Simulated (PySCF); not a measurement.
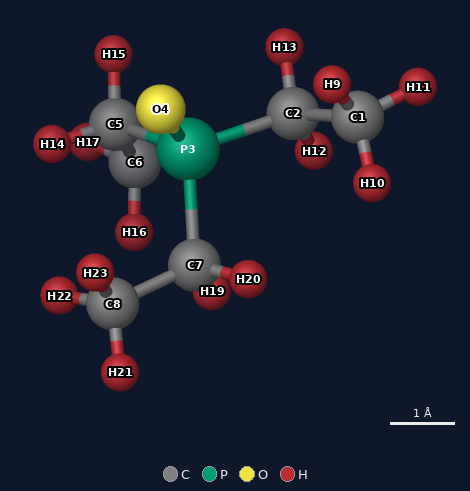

Figure 1. The structure as given in the input (ball-and-stick view, seen at a tilt; atoms are numbered from 1 in the order of the input).

**C$_{6}$H$_{15}$OP: one change and its effect**

System: C$_{6}$H$_{15}$OP.
Method of run 1: GIAO PBE0/pcSseg-1 NMR shielding, non-relativistic, gas phase (PySCF 2.14.0).

The geometry comes from this level: PBE0-D3(BJ)/def2-SVP. Text and figures count atoms from 1; the logs count them from 0 in places.

## Input, run 1
```
{"job": {"kind": "nmr", "xc": "PBE0", "basis": "pcSseg-1", "pop": false}, "charge": 0, "multiplicity": 1}
C      2.561180    -0.927166    -0.617348
C      1.698507     0.319694    -0.472221
P      0.101984    -0.063077     0.332860
O      0.255224    -0.904404     1.567326
C     -0.682795     1.549646     0.682716
C     -0.917734     2.489583    -0.489567
C     -0.918753    -0.866534    -0.955177
C     -2.255756    -1.335120    -0.397999
H      2.635413    -1.446371     0.349324
H      2.135628    -1.635909    -1.344560
H      3.575286    -0.672095    -0.959132
H      1.524028     0.819840    -1.439329
H      2.193991     1.052976     0.186645
H     -1.624847     1.302579     1.199921
H     -0.038101     2.009223     1.450792
H     -1.594744     2.049414    -1.237830
H     -1.376318     3.430998    -0.150974
H      0.020977     2.750981    -1.001898
H     -1.039341    -0.187900    -1.815979
H     -0.327366    -1.727866    -1.307286
H     -2.805893    -1.940349    -1.133852
H     -2.900429    -0.486847    -0.118812
H     -2.094241    -1.942755     0.504561
```

The first line tells a small driver script what to run in PySCF; the rest is the geometry in Å.

Hardware: 8 threads of AMD EPYC (Zen 3), 64 GiB of memory available, shared host.

## Output (run 1)
```
coarse grid: 18528 points
cycle   1  E = -653.4790535370  dE =  7.703e-01  |g| = 9.621e-01  |ddm| = 4.097e+00
cycle   2  E = -652.8771861807  dE =  6.019e-01  |g| = 1.945e+00  |ddm| = 4.099e+00
cycle   3  E = -653.6543206880  dE = -7.771e-01  |g| = 2.640e-01  |ddm| = 3.423e+00
cycle   4  E = -653.6698840116  dE = -1.556e-02  |g| = 7.863e-02  |ddm| = 3.065e-01
cycle   5  E = -653.6713672400  dE = -1.483e-03  |g| = 7.250e-03  |ddm| = 6.063e-02
cycle   6  E = -653.6713780398  dE = -1.080e-05  |g| = 2.632e-03  |ddm| = 9.744e-03
cycle   7  E = -653.6713796178  dE = -1.578e-06  |g| = 7.673e-04  |ddm| = 3.552e-03
final grid: 170968 points
cycle   8  E = -653.7308296284  dE = -3.703e-05  |g| = 1.208e-02  |ddm| = 3.198e-02
cycle   9  E = -653.7307873500  dE =  4.228e-05  |g| = 1.876e-02  |ddm| = 2.708e-02
cycle  10  E = -653.7308614680  dE = -7.412e-05  |g| = 3.340e-03  |ddm| = 1.984e-02
cycle  11  E = -653.7308636256  dE = -2.158e-06  |g| = 1.335e-04  |ddm| = 3.200e-03
cycle  12  E = -653.7308636299  dE = -4.289e-09  |g| = 4.411e-05  |ddm| = 2.562e-04
cycle  13  E = -653.7308636303  dE = -4.625e-10  |g| = 1.496e-05  |ddm| = 7.204e-05
converged SCF energy = -653.7308636303

GIAO shielding tensors (ppm)
atom      isotropic    diamagn.    paramagn.     s11        s22        s33       span
  0 C      178.266     246.002     -67.736    171.279    177.484    186.035     14.756
  1 C      161.196     259.733     -98.537    152.055    158.142    173.391     21.336
  2 P      291.968     968.404    -676.437    217.516    223.386    435.000    217.484
  3 O      248.129     398.127    -149.998    139.298    289.916    315.173    175.875
  4 C      159.933     258.990     -99.057    141.970    158.001    179.827     37.856
  5 C      175.327     248.292     -72.965    168.495    171.832    185.653     17.158
  6 C      166.152     260.170     -94.018    152.318    169.576    176.563     24.245
  7 C      178.330     246.622     -68.293    172.633    175.884    186.472     13.839
  8 H       29.490      29.474       0.016     24.152     29.076     35.243     11.091
  9 H       30.555      30.305       0.249     25.117     29.915     36.632     11.515
 10 H       30.158      27.339       2.819     24.966     27.308     38.200     13.234
 11 H       30.121      34.690      -4.569     25.636     30.391     34.336      8.700
 12 H       30.089      33.546      -3.458     24.820     30.123     35.323     10.504
 13 H       29.481      33.567      -4.085     26.001     28.456     33.988      7.987
 14 H       29.988      33.272      -3.284     26.025     28.822     35.116      9.091
 15 H       30.664      31.359      -0.695     25.759     30.410     35.822     10.063
 16 H       30.065      27.588       2.476     25.086     26.858     38.250     13.163
 17 H       30.627      31.165      -0.539     25.568     30.281     36.030     10.462
 18 H       30.293      35.037      -4.744     26.942     29.126     34.810      7.868
 19 H       29.833      34.212      -4.379     24.110     30.179     35.210     11.101
 20 H       30.167      27.725       2.442     25.034     27.213     38.256     13.222
 21 H       30.533      30.539      -0.006     25.090     30.041     36.468     11.378
 22 H       29.641      29.788      -0.147     24.338     28.973     35.612     11.275
```

For run 2 the input was changed thus:
```diff
-"xc": "PBE0"
+"xc": "HF"
```

What does this change do to the results?

The total energies belong to different methods, so their difference says nothing on which is more stable or more accurate. The HOMO goes from −7.21 to −10.75 eV. The LUMO goes from 0.95 to 3.79 eV. The dipole moment goes from 4.16 to 4.65 D. Of all shieldings, the largest change is that of P3, by +42.3 ppm. The method changes from PBE0 to HF. The SCF takes 9 iterations against 13. On the same kind of shared host run 2 took about 0.55 times as long.

## Output (run 2)
```
final grid: 170968 points
cycle   1  E = -651.3150600496  dE =  1.485e+00  |g| = 8.442e-01  |ddm| = 3.964e+00
cycle   2  E = -651.4174686203  dE = -1.024e-01  |g| = 6.544e-01  |ddm| = 1.448e+00
cycle   3  E = -651.4986749740  dE = -8.121e-02  |g| = 9.021e-02  |ddm| = 6.717e-01
cycle   4  E = -651.5012592313  dE = -2.584e-03  |g| = 1.350e-02  |ddm| = 1.170e-01
cycle   5  E = -651.5013179335  dE = -5.870e-05  |g| = 3.716e-03  |ddm| = 1.620e-02
cycle   6  E = -651.5013225119  dE = -4.578e-06  |g| = 8.074e-04  |ddm| = 4.574e-03
cycle   7  E = -651.5013228068  dE = -2.949e-07  |g| = 1.580e-04  |ddm| = 1.395e-03
cycle   8  E = -651.5013228205  dE = -1.377e-08  |g| = 3.661e-05  |ddm| = 3.418e-04
cycle   9  E = -651.5013228213  dE = -7.599e-10  |g| = 1.054e-05  |ddm| = 8.224e-05
converged SCF energy = -651.5013228213

GIAO shielding tensors (ppm)
atom      isotropic    diamagn.    paramagn.     s11        s22        s33       span
  0 C      184.434     243.902     -59.468    178.772    183.925    190.605     11.833
  1 C      171.955     258.182     -86.227    165.087    169.480    181.298     16.211
  2 P      334.273     965.339    -631.066    273.940    278.479    450.401    176.462
  3 O      285.742     399.102    -113.360    197.039    319.231    340.956    143.917
  4 C      171.212     257.202     -85.991    156.124    170.311    187.200     31.076
  5 C      182.355     245.823     -63.468    176.705    179.986    190.374     13.668
  6 C      176.175     258.594     -82.419    164.546    179.731    184.248     19.702
  7 C      184.634     244.513     -59.879    179.784    183.079    191.038     11.255
  8 H       29.811      29.246       0.565     24.062     29.406     35.966     11.904
  9 H       30.903      30.266       0.636     25.221     30.177     37.310     12.088
 10 H       30.477      27.767       2.710     24.971     27.371     39.090     14.119
 11 H       30.915      34.830      -3.914     26.208     30.760     35.778      9.569
 12 H       30.665      33.779      -3.115     25.203     30.318     36.473     11.270
 13 H       30.119      33.693      -3.574     26.127     28.780     35.451      9.324
 14 H       30.518      33.445      -2.927     26.092     28.988     36.474     10.382
 15 H       31.055      31.218      -0.163     25.767     30.795     36.604     10.837
 16 H       30.419      28.064       2.355     25.170     26.961     39.127     13.958
 17 H       31.061      31.078      -0.017     25.645     30.651     36.888     11.243
 18 H       31.079      35.129      -4.050     27.480     29.558     36.200      8.720
 19 H       30.428      34.358      -3.931     24.510     30.485     36.287     11.777
 20 H       30.485      28.095       2.390     25.044     27.292     39.118     14.074
 21 H       30.893      30.499       0.394     25.184     30.333     37.163     11.979
 22 H       29.955      29.545       0.410     24.263     29.282     36.319     12.056
```

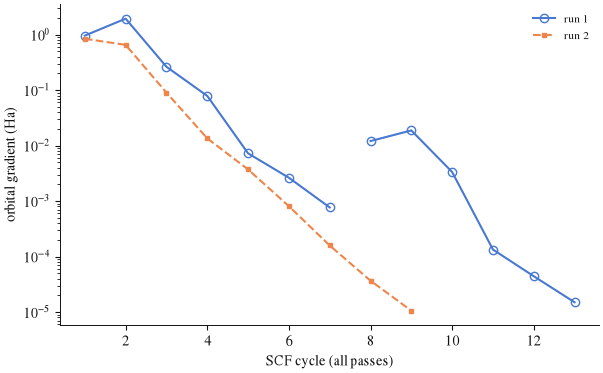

Figure 2. Convergence of the two runs: orbital gradient against the SCF cycle. A break in a curve parts two SCF passes (coarse and final grid). Run 1 takes 13 cycles in all, and run 2 takes 9.

## The two runs side by side

```tsv
quantity	run 1	run 2
outcome	converged	converged
total energy (hartree)	−653.730864	−651.501323
HOMO (eV)	−7.21	−10.75
LUMO (eV)	0.95	3.79
dipole moment (D)	4.16	4.65
shielding of C2 (ppm)	161.2	172.0
shielding of P3 (ppm)	292.0	334.3
shielding of O4 (ppm)	248.1	285.7
shielding of C5 (ppm)	159.9	171.2
shielding of C6 (ppm)	175.3	182.4
shielding of C7 (ppm)	166.2	176.2
shielding of C8 (ppm)	178.3	184.6
SCF iterations	13	9
basis functions	218	218
wall time (shared host)	23 s	13 s
```
